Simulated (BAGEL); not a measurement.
**RI-MP2/cc-pVDZ (density fitting with qzvpp-jkfit) run of CH3NO2Si (SMILES N#C[SiH](O)O)**

Aim: the energy change on altering one bond length of CH3NO2Si at RI-MP2/cc-pVDZ (density fitting with qzvpp-jkfit), from 2 runs. 

The results are computed with BAGEL 1.2.2.

6 further runs of the same task are left out: 6 that didn't finish. Runs told in other sessions of the task aren't counted.

### 1 Starting point

CH3NO2Si has 8 atoms, charge 0, and is taken as a singlet. As SMILES, `N#C[SiH](O)O`. The shape is that of a GFN2-xTB optimisation. This is one conformer, not always the lowest.

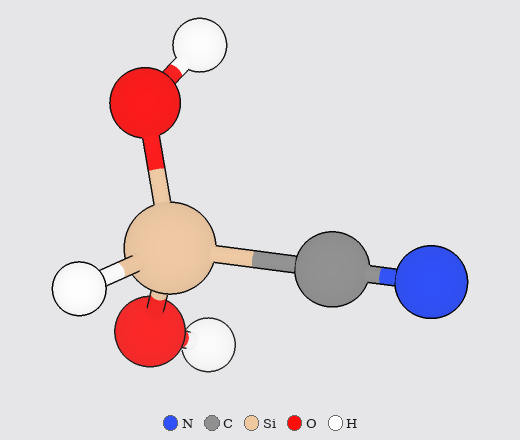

Viewed from a chosen angle; nitrogen blue, carbon grey, silicon light orange, oxygen red, hydrogen white.

### 2 A single-point energy at RI-MP2/cc-pVDZ (density fitting with qzvpp-jkfit)

Input file job.json:

```json
{ "bagel" : [

{
  "title" : "molecule",
  "basis" : "cc-pvdz.json",
  "df_basis" : "qzvpp-jkfit",
  "angstrom" : true,
  "geometry" : [
    { "atom" : "N", "xyz" : [    0.977550,   -1.875150,    1.633010 ] },
    { "atom" : "C", "xyz" : [    0.561850,   -0.972180,    1.064260 ] },
    { "atom" : "Si", "xyz" : [   -0.120290,    0.505610,    0.124790 ] },
    { "atom" : "O", "xyz" : [    0.940530,    0.914920,   -1.027160 ] },
    { "atom" : "O", "xyz" : [   -1.606230,    0.136160,   -0.402310 ] },
    { "atom" : "H", "xyz" : [   -0.273860,    1.685710,    0.939950 ] },
    { "atom" : "H", "xyz" : [    1.411810,    0.315080,   -1.597800 ] },
    { "atom" : "H", "xyz" : [   -1.891360,   -0.710150,   -0.734740 ] }
  ]
},
{ "title" : "hf" },
{ "title" : "mp2", "ncore" : 9 }

]}
```

The basis set cc-pVDZ is read from a file made from the Basis Set Exchange's data (not shown).

On the command line:

```sh
$ BAGEL_NUM_THREADS=1 BAGEL job.json > job.out
```

The program printed:

```text
* using 1 threads per process

  ===============================================================
  ===============================================================

  *** Geometry ***

  { "atom" : "N", "xyz" : [      1.847302,     -3.543520,      3.085942 ] },
  { "atom" : "C", "xyz" : [      1.061743,     -1.837154,      2.011160 ] },
  { "atom" : "Si", "xyz" : [     -0.227315,      0.955464,      0.235819 ] },
  { "atom" : "O", "xyz" : [      1.777344,      1.728948,     -1.941051 ] },
  { "atom" : "O", "xyz" : [     -3.035335,      0.257305,     -0.760256 ] },
  { "atom" : "H", "xyz" : [     -0.517520,      3.185530,      1.776248 ] },
  { "atom" : "H", "xyz" : [      2.667934,      0.595415,     -3.019404 ] },
  { "atom" : "H", "xyz" : [     -3.574152,     -1.341989,     -1.388457 ] },

  Number of auxiliary basis functions:      488

  Since a DF basis is specified, we compute 2- and 3-index integrals:
    o Being stored without compression. Storage requirement is 0.031 GB

  Number of basis functions:       89
  Number of electrons      :       46

    * METHOD: MOLECULE                             0.41

  *** RHF ***

  === Nuclear Repulsion ===
   212.0715271876

      * DIIS with orbital gradients will be used.

  === RHF iteration (cc-pvdz.json) ===
      0       -532.46219238          0.02031309           0.11
      1       -532.66185321          0.01587747           0.10
      2       -532.82374912          0.00195133           0.10
      3       -532.82611946          0.00106096           0.10
      4       -532.82693594          0.00017586           0.10
      5       -532.82696424          0.00004798           0.10
      6       -532.82696729          0.00001668           0.10
      7       -532.82696774          0.00000511           0.10
      8       -532.82696778          0.00000279           0.11
      9       -532.82696780          0.00000160           0.10
     10       -532.82696780          0.00000054           0.11
     11       -532.82696780          0.00000016           0.10
     12       -532.82696780          0.00000006           0.10
     13       -532.82696780          0.00000003           0.10
     14       -532.82696780          0.00000001           0.10
     15       -532.82696780          0.00000000           0.11
    * SCF iteration converged.

    * Permanent dipole moment:
           (    0.275914,     0.002358,     1.019730) a.u.

    * METHOD: HF                                   1.95

  *** RHF ***

  === Nuclear Repulsion ===
   212.0715271876

      * DIIS with orbital gradients will be used.

  === RHF iteration (cc-pvdz.json) ===
      0       -532.82696780          0.00000000           0.10
    * SCF iteration converged.

    * Permanent dipole moment:
           (    0.275914,     0.002358,     1.019730) a.u.

  === DF-MP2 calculation ===

    * freezing 9 orbitals
    * 3-index integral transformation done
    * assembly done

      MP2 correlation energy:   -0.7390409468      0.08

      MP2 total energy:       -533.5660087513

    * METHOD: MP2                                  0.31

  ===============================================================
```

Run time: 2.8 s. Hardware: 1 thread of Arm Neoverse N1, shared host; peak memory 0.13 GiB.

### 3 The distorted shape, same level

Input file input.json:

```json
{ "bagel" : [

{
  "title" : "molecule",
  "basis" : "cc-pvdz.json",
  "df_basis" : "qzvpp-jkfit",
  "angstrom" : true,
  "geometry" : [
    { "atom" : "N", "xyz" : [       1.054335,      -2.465202,       1.225429 ] },
    { "atom" : "C", "xyz" : [       0.638635,      -1.562232,       0.656679 ] },
    { "atom" : "Si", "xyz" : [      -0.043505,      -0.084442,      -0.282791 ] },
    { "atom" : "O", "xyz" : [       1.017315,       0.324868,      -1.434741 ] },
    { "atom" : "O", "xyz" : [      -1.529445,      -0.453892,      -0.809891 ] },
    { "atom" : "H", "xyz" : [      -0.273860,       1.685710,       0.939950 ] },
    { "atom" : "H", "xyz" : [       1.488595,      -0.274972,      -2.005381 ] },
    { "atom" : "H", "xyz" : [      -1.814575,      -1.300202,      -1.142321 ] }
  ]
},

{
  "title" : "hf"
},

{
  "title" : "mp2",
  "ncore" : 9
}

]}
```

The basis set cc-pVDZ is read from a file made from the Basis Set Exchange's data (not shown).

On the command line:

```sh
$ BAGEL_NUM_THREADS=1 BAGEL input.json > input.out
```

The program printed:

```text
* using 1 threads per process

  ===============================================================
  ===============================================================

  *** Geometry ***

  { "atom" : "N", "xyz" : [      1.992404,     -4.658557,      2.315725 ] },
  { "atom" : "C", "xyz" : [      1.206845,     -2.952191,      1.240943 ] },
  { "atom" : "Si", "xyz" : [     -0.082213,     -0.159572,     -0.534398 ] },
  { "atom" : "O", "xyz" : [      1.922447,      0.613912,     -2.711268 ] },
  { "atom" : "O", "xyz" : [     -2.890232,     -0.857732,     -1.530472 ] },
  { "atom" : "H", "xyz" : [     -0.517520,      3.185530,      1.776248 ] },
  { "atom" : "H", "xyz" : [      2.813037,     -0.519622,     -3.789621 ] },
  { "atom" : "H", "xyz" : [     -3.429050,     -2.457026,     -2.158674 ] },

  Number of auxiliary basis functions:      488

  Since a DF basis is specified, we compute 2- and 3-index integrals:
    o Being stored without compression. Storage requirement is 0.031 GB

  Number of basis functions:       89
  Number of electrons      :       46

    * METHOD: MOLECULE                             0.41

  *** RHF ***

  === Nuclear Repulsion ===
   209.3173725311

      * DIIS with orbital gradients will be used.

  === RHF iteration (cc-pvdz.json) ===
      0       -532.36769777          0.02045539           0.11
      1       -532.57198460          0.01606302           0.11
      2       -532.73902141          0.00203935           0.10
      3       -532.74173112          0.00109030           0.11
      4       -532.74262958          0.00018728           0.11
      5       -532.74266300          0.00005350           0.11
      6       -532.74266689          0.00001883           0.11
      7       -532.74266751          0.00000610           0.11
      8       -532.74266758          0.00000334           0.11
      9       -532.74266760          0.00000195           0.11
     10       -532.74266761          0.00000051           0.10
     11       -532.74266761          0.00000016           0.11
     12       -532.74266761          0.00000007           0.11
     13       -532.74266761          0.00000003           0.11
     14       -532.74266761          0.00000001           0.11
     15       -532.74266761          0.00000000           0.11
    * SCF iteration converged.

    * Permanent dipole moment:
           (    0.220464,     0.373279,     1.249556) a.u.

    * METHOD: HF                                   1.99

  *** RHF ***

  === Nuclear Repulsion ===
   209.3173725311

      * DIIS with orbital gradients will be used.

  === RHF iteration (cc-pvdz.json) ===
      0       -532.74266761          0.00000000           0.10
    * SCF iteration converged.

    * Permanent dipole moment:
           (    0.220464,     0.373279,     1.249556) a.u.

  === DF-MP2 calculation ===

    * freezing 9 orbitals
    * 3-index integral transformation done
    * assembly done

      MP2 correlation energy:   -0.7453013626      0.08

      MP2 total energy:       -533.4879689721

    * METHOD: MP2                                  0.32

  ===============================================================
```

Run time: 2.9 s. Hardware: 1 thread of Arm Neoverse N1, shared host; peak memory 0.12 GiB.

### 4 Summary of results

At RI-MP2/cc-pVDZ (density fitting with qzvpp-jkfit), 9 core orbitals frozen:

| quantity | value |
| --- | --- |
| first shape: total energy | -533.56601 Eh |
| first shape: correlation energy (9 core orbitals frozen) | -739.0 mEh |
| distorted shape: total energy | -533.48797 Eh |
| distorted shape: correlation energy (9 core orbitals frozen) | -745.3 mEh |
| energy change with the Si3–H6 bond stretched from 1.442 to 2.164 Å | 2.124 eV |

One bond (distorted shape) is far stretched, which a spin-restricted single reference describes badly; perturbation theory on it can break down and give far too much correlation. With the Si3–H6 bond stretched from 1.442 to 2.164 Å the energy rises by 2.12 eV (49 kcal/mol). The first shape isn't relaxed at this level, so the change isn't measured from a minimum. A restricted reference can't describe the breaking bond well at this length.
